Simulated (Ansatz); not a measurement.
# BNH2Cl (SMILES N[B]Cl) at UCCSD(T)/STO-3G

Aim: the vertical ionisation energy of BNH2Cl at UCCSD(T)/STO-3G, from 2 runs. 

Program for the calculation: Ansatz 0.2.0.

76 further runs of the same task are left out: 76 set aside as unsound or not needed.

### 1 Starting point

BNH2Cl: 5 atoms, total charge 0, spin state doublet. As SMILES, `N[B]Cl`. Geometry: relaxed at PBE0-D4/def2-TZVP. This is one conformer, not always the lowest.

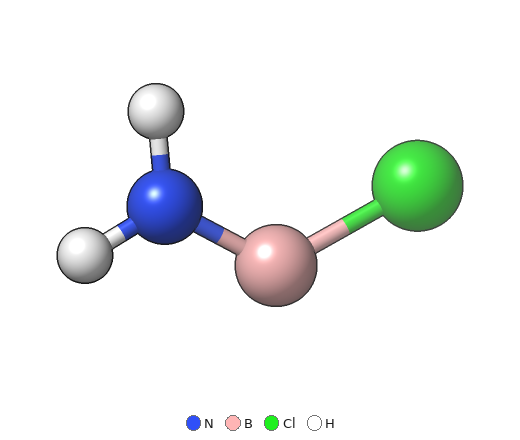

Viewed from a chosen angle; nitrogen blue, boron pink, chlorine green, hydrogen white.

### 2 A single-point energy at UCCSD(T)/STO-3G

molecule.yaml reads:

```yaml
basis:
  gaussian:
    orbitals: STO-3G
crystal:
  periodic: [false, false, false]
  atoms:
    - {symbol: "N", position_ang: [-0.334000, 0.412100, -0.256700]}
    - {symbol: B, position_ang: [-0.098400, -0.544600, 0.704400]}
    - {symbol: Cl, position_ang: [1.343200, -1.526200, 0.784600]}
    - {symbol: H, position_ang: [-1.176700, 0.959900, -0.273100]}
    - {symbol: H, position_ang: [0.315800, 0.625100, -1.000600]}
magnetization:
  spin_polarized: true
  initial_magnetization: 1
correlation:
  method: ccsd_t
  frozen_orbitals: {B: 1, Cl: 5, H: 0, "N": 1}
accuracy: high
scf:
  omitted_lower_state_checks: [cluster_reference, increment]
```

Run with:

```console
$ ansatz run molecule.yaml --threads 1 --pin off --max-ram 2610MiB --events-out events.jsonl --progress --plain --runs-dir runs
```

Log (excerpt; [...] marks lines left out):

```text
Warning: RAYON_NUM_THREADS=1 ignored (pool sized by the plan → 1); use --threads N
Functional definition: HF
  name "HF"
[...]
372 factors; integrals over basis functions are off by at most 2.5e-8 eV
[...]
mean field -14527.24811704 eV, -533.8665213786 hartree, gradient 9.1e-8 eV, S^2 0.758715; 0 other end points of the search recorded, 0 dependent functions left out
7 core orbitals not correlated: weight in the atoms' cores, before any rotation towards them, 1.000 or more for the frozen orbitals, at most 0.000 for the correlated occupied ones
reference -14527.24811704 eV, -533.8665213786 hartree; 9, 8 occupied and 5, 6 virtual orbitals, 372 factors
second order -2.22729989 eV of doubles, -0.00000000 eV of singles
cycle   1  -2.55481334 eV  change   -3.3e-1 eV  update   7.0e-2
[...]
cycle  22  -2.82311459 eV  change   9.9e-10 eV  update  5.8e-10
perturbative correction -0.07659195 eV, -0.0028147022 hartree
Total energy: -14530.14782358 eV, -533.9730836285 hartree
Checks for a lower state left out: cluster_reference, increment
```

Run time: 0.32 s. Hardware: 1 thread of Arm Neoverse V1, shared host.

### 3 The singlet cation

input.yaml reads:

```yaml
crystal:
  periodic: [false, false, false]
  atoms:
    - {symbol: N, position_ang: [-0.334000, 0.412100, -0.256700]}
    - {symbol: B, position_ang: [-0.098400, -0.544600, 0.704400]}
    - {symbol: Cl, position_ang: [1.343200, -1.526200, 0.784600]}
    - {symbol: H, position_ang: [-1.176700, 0.959900, -0.273100]}
    - {symbol: H, position_ang: [0.315800, 0.625100, -1.000600]}
basis:
  gaussian:
    orbitals: STO-3G
total_charge: 1
correlation:
  method: ccsd_t
  frozen_orbitals: {B: 1, Cl: 5, H: 0, "N": 1}
accuracy: high
scf:
  omitted_lower_state_checks: [cluster_reference, increment]
```

Run with:

```console
$ ansatz run input.yaml --threads 1 --pin off --max-ram 2610MiB --events-out events.jsonl --progress --plain --runs-dir runs
```

Log (excerpt; [...] marks lines left out):

```text
Warning: RAYON_NUM_THREADS=1 ignored (pool sized by the plan → 1); use --threads N
Functional definition: HF
  name "HF"
[...]
371 factors; integrals over basis functions are off by at most 2.5e-8 eV
[...]
mean field -14520.43614843 eV, -533.6161861497 hartree, gradient 2.2e-8 eV, S^2 0.000000; 0 other end points of the search recorded, 0 dependent functions left out
7 core orbitals not correlated: weight in the atoms' cores, before any rotation towards them, 1.000 or more for the frozen orbitals, at most 0.000 for the correlated occupied ones
reference -14520.43614843 eV, -533.6161861497 hartree; 8, 8 occupied and 6, 6 virtual orbitals, 371 factors
second order -3.09469165 eV of doubles, -0.00000000 eV of singles
cycle   1  -3.36130906 eV  change   -2.7e-1 eV  update   1.1e-1
[...]
cycle  25  -3.75129804 eV  change  -1.9e-10 eV  update   1.1e-9
perturbative correction -0.16416333 eV, -0.0060328912 hartree
Total energy: -14524.35160981 eV, -533.7600767013 hartree
Checks for a lower state left out: cluster_reference, increment
```

It took 0.2 s on 1 thread of Arm Neoverse V1, shared host.

### 4 Results

At UCCSD(T)/STO-3G, 7 core orbitals frozen:

```
                                                   quantity          value
                               doublet BNH2Cl: total energy  -533.97308 Eh
doublet BNH2Cl: correlation energy (7 core orbitals frozen)     -106.6 mEh
                             doublet BNH2Cl: (T) correction      -2.81 mEh
          doublet BNH2Cl: ⟨S²⟩ of the reference determinant          0.759
                              doublet BNH2Cl: T1 diagnostic          0.017
                               singlet cation: total energy  -533.76008 Eh
singlet cation: correlation energy (7 core orbitals frozen)     -143.9 mEh
                             singlet cation: (T) correction      -6.03 mEh
                              singlet cation: T1 diagnostic          0.031
         vertical ionisation energy (to the singlet cation)       5.796 eV
```

**Reading.** The vertical ionisation energy comes to 5.80 eV (559 kJ/mol). Only the singlet of the ionised species was computed; a triplet could lie lower. In a minimal basis such a difference can be off by several eV, whatever the method. The triples (doublet BNH2Cl) make up 2.6 % of the correlation energy. The T1 diagnostic (singlet cation) of 0.031 is above the customary mark for such species, so a single reference may not serve. The triples (singlet cation) make up 4.2 % of the correlation energy.
